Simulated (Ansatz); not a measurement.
**SnSiH4OF (SMILES [F][SnH][O][SiH3]) at UBHLYP/def2-SVP (core potential)**

Aim: the vertical ionisation energy of SnSiH4OF at UBHLYP/def2-SVP (core potential), from 2 runs. 

Program for the calculation: Ansatz 0.2.0.

106 further runs of the same task are left out: 3 that didn't finish, 103 set aside as unsound or not needed. Runs told in other sessions of the task aren't counted.

### Step 1. The system as given

SnSiH4OF: 8 atoms, total charge 0, spin state doublet. As SMILES, `[F][SnH][O][SiH3]`. Geometry: relaxed at PBE0-D4/def2-TZVP. This is one conformer, not always the lowest.

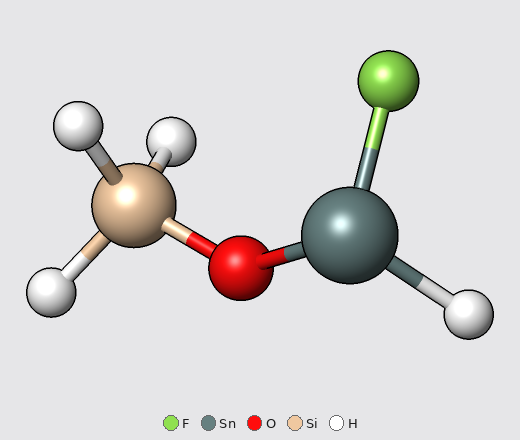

The structure, seen from a chosen angle (fluorine green, tin teal, oxygen red, silicon light orange, hydrogen white).

### Step 2. A single-point energy at UBHLYP/def2-SVP (core potential)

File job.yaml:

```yaml
crystal:
  periodic: [false, false, false]
  atoms:
    - {symbol: F, position_ang: [-1.607300, 1.731700, 1.020300]}
    - {symbol: Sn, position_ang: [-0.420700, 1.874500, -0.493500]}
    - {symbol: O, position_ang: [0.210000, 0.039300, -0.694400]}
    - {symbol: Si, position_ang: [0.713800, -1.182700, 0.276900]}
    - {symbol: H, position_ang: [-1.435700, 2.176300, -1.877100]}
    - {symbol: H, position_ang: [1.729100, -1.982100, -0.456700]}
    - {symbol: H, position_ang: [-0.427200, -2.061300, 0.643600]}
    - {symbol: H, position_ang: [1.330300, -0.652900, 1.525000]}
basis:
  gaussian: {orbitals: def2-SVP}
magnetization: {spin_polarized: true, initial_magnetization: 1}
hamiltonian: {xc: {name: BHLYP}}
accuracy: high
output: {orbitals: {seedname: orbitals}}
```

On the command line:

```bash
ansatz run job.yaml --threads 1 --pin off --max-ram 3480MiB --events-out events.jsonl --progress --plain --runs-dir runs
```

The log of the run:

```text
Warning: RAYON_NUM_THREADS=1 ignored (pool sized by the plan → 1); use --threads N
Functional definition: BHLYP
  name "BHLYP"
  parameter a = 0.5
  exchange = (1 - a)*b88_x + a*exact_x
  correlation = lyp_c
2096 factors; integrals over basis functions are off by at most 8.4e-9 eV
mean field evaluation 1: about -18522.8418 eV, gradient 4.0e1 eV
mean field evaluation 2: about -18514.5503 eV, gradient 6.2e1 eV
mean field evaluation 4: about -18528.5549 eV, gradient 3.7e0 eV
mean field evaluation 8: about -18528.6944 eV, gradient 1.3e-1 eV
mean field evaluation 16: about -18528.6947 eV, gradient 5.7e-4 eV
mean field -18528.69470468 eV, -680.9169711966 hartree, gradient 2.6e-8 eV, S^2 0.758190; 0 other end points of the search recorded, 0 dependent functions left out
reference -18528.69473388 eV, -680.9169722697 hartree; 29, 28 occupied and 63, 64 virtual orbitals, 2096 factors
Total energy: -18528.69473388 eV, -680.9169722697 hartree
```

It took 19 s on 1 thread of Arm Neoverse V1, shared host; peak memory 0.51 GiB.

### Step 3. The singlet cation at the same level

File in.yaml:

```yaml
basis:
  gaussian:
    orbitals: def2-SVP
crystal:
  periodic: [false, false, false]
  atoms:
    - symbol: F
      position_ang: [-1.607300, 1.731700, 1.020300]
    - symbol: Sn
      position_ang: [-0.420700, 1.874500, -0.493500]
    - symbol: O
      position_ang: [0.210000, 0.039300, -0.694400]
    - symbol: Si
      position_ang: [0.713800, -1.182700, 0.276900]
    - symbol: H
      position_ang: [-1.435700, 2.176300, -1.877100]
    - symbol: H
      position_ang: [1.729100, -1.982100, -0.456700]
    - symbol: H
      position_ang: [-0.427200, -2.061300, 0.643600]
    - symbol: H
      position_ang: [1.330300, -0.652900, 1.525000]
total_charge: 1
hamiltonian:
  xc: {name: BHLYP}
accuracy: high
output: {orbitals: {seedname: orbitals}}
```

On the command line:

```bash
ansatz run in.yaml --threads 1 --pin off --max-ram 3480MiB --events-out events.jsonl --progress --plain --runs-dir runs
```

The log of the run:

```text
Warning: RAYON_NUM_THREADS=1 ignored (pool sized by the plan → 1); use --threads N
Functional definition: BHLYP
  name "BHLYP"
  parameter a = 0.5
  exchange = (1 - a)*b88_x + a*exact_x
  correlation = lyp_c
2092 factors; integrals over basis functions are off by at most 8.4e-9 eV
mean field evaluation 1: about -18503.5798 eV, gradient 8.9e1 eV
mean field evaluation 2: about -18434.0529 eV, gradient 1.8e2 eV
mean field evaluation 4: about -18518.2431 eV, gradient 2.0e1 eV
mean field evaluation 8: about -18519.1897 eV, gradient 1.4e0 eV
mean field evaluation 16: about -18519.1968 eV, gradient 4.7e-3 eV
mean field -18519.19683011 eV, -680.5679307442 hartree, gradient 7.5e-8 eV, S^2 0.000000; 0 other end points of the search recorded, 0 dependent functions left out
reference -18519.19686004 eV, -680.5679318441 hartree; 28, 28 occupied and 64, 64 virtual orbitals, 2092 factors
Total energy: -18519.19686004 eV, -680.5679318441 hartree
```

It took 13 s on 1 thread of Arm Neoverse V1, shared host; peak memory 0.34 GiB.

### Step 4. Results

At UBHLYP/def2-SVP (core potential):

| quantity | value |
| --- | --- |
| doublet SnSiH4OF: total energy | -680.91697 Eh |
| doublet SnSiH4OF: HOMO energy (highest over α and β) | -8.18 eV |
| doublet SnSiH4OF: LUMO energy (lowest over α and β) | -3.31 eV |
| doublet SnSiH4OF: ⟨S²⟩ | 0.758 |
| singlet cation: total energy | -680.56793 Eh |
| singlet cation: HOMO energy | -14.51 eV |
| singlet cation: LUMO energy | -10.74 eV |
| singlet cation: HOMO–LUMO gap | 3.77 eV |
| vertical ionisation energy (to the singlet cation) | 9.498 eV |

In words: Removing an electron at fixed nuclei costs 9.50 eV (916 kJ/mol).
